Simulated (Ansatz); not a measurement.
**Ga$_{3}$Sb$_{2}$As: density, localisation and related maps**

```yaml
crystal:
  lattice:
    - [4.23756, 0.00000, 0.00000]
    - [-2.11878, 3.66984, 0.00000]
    - [0.00000, 0.00000, 10.35516]
  atoms:
    - { symbol: As, position: [0.00000, 0.00000, 0.99962] }
    - { symbol: Sb, position: [0.33333, 0.66667, 0.32738] }
    - { symbol: Sb, position: [0.66667, 0.33333, 0.67251] }
    - { symbol: Ga, position: [0.33333, 0.66667, 0.07057] }
    - { symbol: Ga, position: [0.66667, 0.33333, 0.41730] }
    - { symbol: Ga, position: [0.00000, 0.00000, 0.76263] }
```

Space group P3m1; started from the ordered alloy on zincblende lattice prototype, which need not be the ambient phase; computed pressure about 2 GPa in this cell.

The calculation used DFT, PBE, plane waves, PAW (Ansatz 0.2.0).

In a PAW calculation such maps are meaningful between the atoms, not at the nuclei.

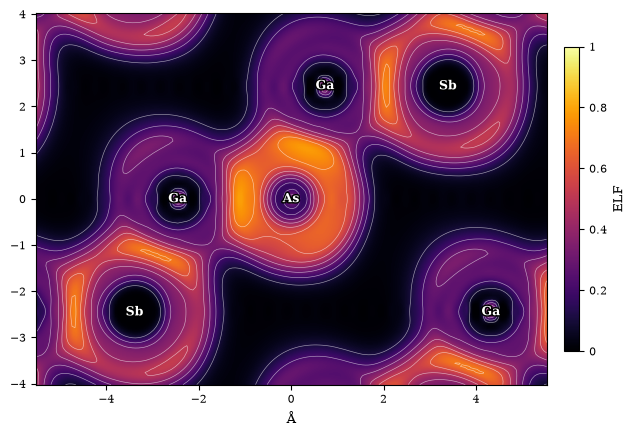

Figure 1. ELF on the (110) plane of the conventional cell.

What do the fields say about this system?

Answer. The plane passes through As, Sb and Ga nuclei.
Ga–As (2.45 Å): the ELF peaks at about 0.80 between the atoms (a shared electron pair).
Ga–Sb (2.62 Å): the ELF peaks at about 0.70 between the atoms.
Ga–As (2.55 Å): the ELF peaks at about 0.80 between the atoms: localised, covalent bonding.
Ga–Sb (2.66 Å): the ELF peaks at about 0.75 between the atoms.

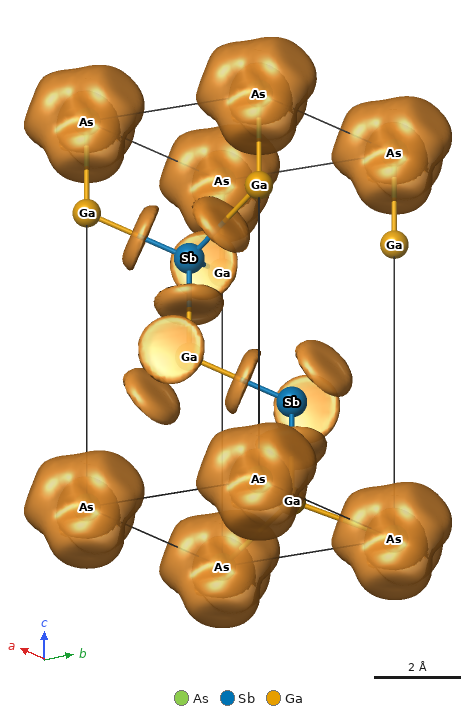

Figure 2. Isosurface of the ELF at 0.6 (orange), seen at an oblique angle. Core shells and regions of very low density are left out. Sticks mark near contacts.

What do the ELF domains correspond to?

Answer. The ELF exceeds this value in eight regions between bonded Ga–Sb atoms (shared pairs) and one region on As in which the atom's valence shell and bonds are merged, counted in one cell of 6 atoms. Regions shared between cells count once.
